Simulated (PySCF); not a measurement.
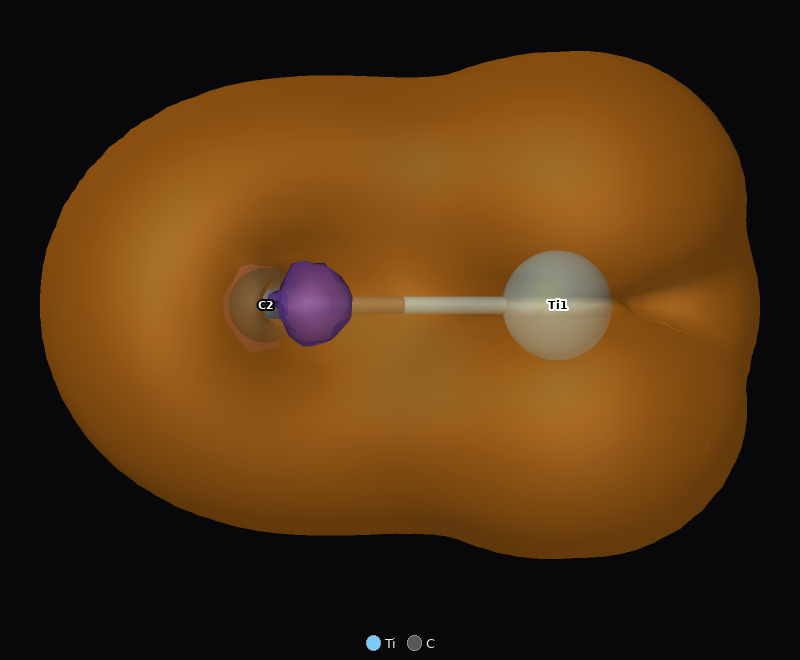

TiC (quintet). Isosurfaces of the spin density (α minus β) at +0.04 (orange) and −0.04 e/Å³ (purple), seen from one side.

The calculation used PBE0/def2-TZVP, non-relativistic Hamiltonian with scalar-relativistic core potentials where named, at a bond length of 1.811 Å (PySCF).

> Where is the unpaired spin?

The unpaired spin (4 electrons) lies mostly on Ti1 (about 2.7) and C2 (about 1.3), in electrons by Hirshfeld's partition.
